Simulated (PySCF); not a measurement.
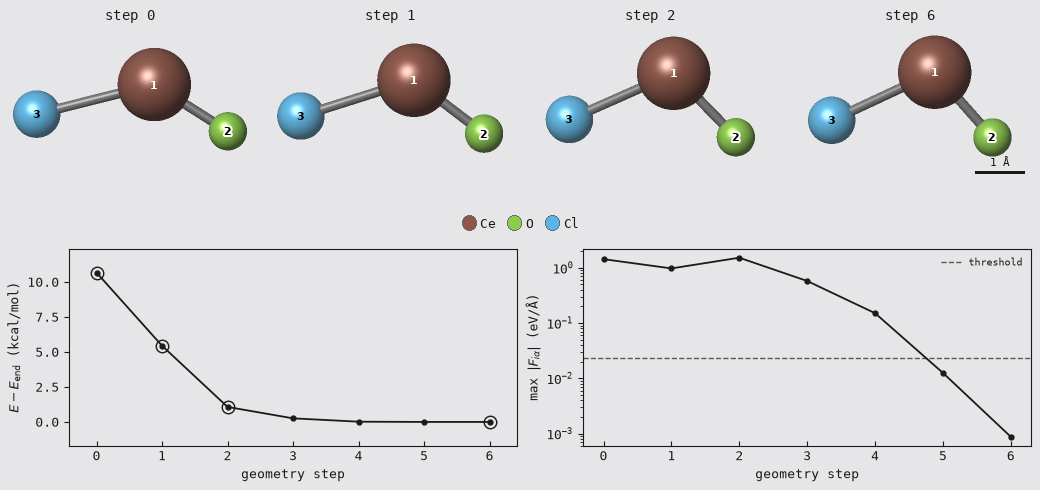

Frames of a relaxation of CeOCl (charge +1), marked on the history of the run. The picture is a ball-and-stick view, seen at a tilt.

The calculation used PySCF 2.14.0, RKS PBE0, Ce lcecp-2-SVP with ECP46, O def2-SVP, Cl def2-SVP; non-relativistic Hamiltonian with scalar-relativistic core potentials; density fitting. Settings: symmetry kept (Cs).

> Describe the path.

O2 moves most after the best rigid fit: 0.35 Å. Largest moves by element: O 0.35 Å, Cl 0.33 Å, Ce 0.26 Å. Among the contacts that change: Ce1–Cl3 2.574 → 2.438 Å, Ce1–O2 1.782 → 1.789 Å. Among the angles between lasting bonds that change: O2–Ce1–Cl3 131.8° → 104.1°. The energy falls by 10.7 kcal/mol in 6 geometry steps. The largest force component goes from 1.4 to 0.00087 eV/Å. Cost: 10 s on 2 threads of Arm Neoverse V2 (shared host), peak memory 0.42 GiB. From step 0 to 1: O and Cl atoms move most (0.10 Å), energy −5.23 kcal/mol. From step 1 to 2: O and Cl atoms move most (0.19 Å), energy −4.37 kcal/mol. From step 2 to 6: O2 moves most (0.07 Å), energy −1.07 kcal/mol.
